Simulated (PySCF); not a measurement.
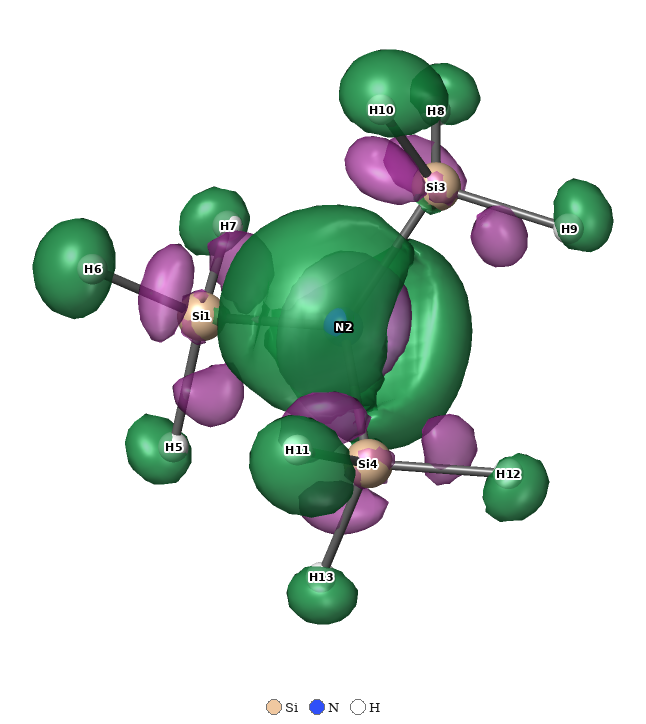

Figure. H₉NSi₃, SMILES `[SiH3]N([SiH3])[SiH3]`. Fukui function f⁻ = ρ(N) − ρ(N−1) at fixed geometry, surfaces at ±0.03 e/Å³ (green positive, purple negative).

Computed with PySCF, HF/def2-SVP, geometry: GFN2-xTB. No frequency check shows the geometry to be a minimum.

Geometry (Å), atoms numbered from 1:

```
Si1      1.6766    0.4611   -0.0128
N2       0.0003    0.0000    0.1286
Si3     -1.2377    1.2212   -0.0127
Si4     -0.4390   -1.6823   -0.0126
H5       2.4744   -0.5674    0.6511
H6       2.0633    0.5668   -1.4246
H7       1.8359    1.7534    0.6511
H8      -0.7456    2.4267    0.6510
H9      -2.4362    0.7134    0.6512
H10     -1.5236    1.5023   -1.4245
H11     -0.5408   -2.0701   -1.4245
H12     -1.7286   -1.8589    0.6512
H13      0.6006   -2.4664    0.6511
```

Q: Which atoms respond most to the removal of an electron?

A: f⁻ (Hirshfeld-condensed) is largest on N2 (0.31); the vertical ionisation energy is 8.62 eV. Condensed values hint at sites of electrophilic attack but needn't mark the atom that reacts. Orbital relaxation makes it negative in places (0.41 e in all).
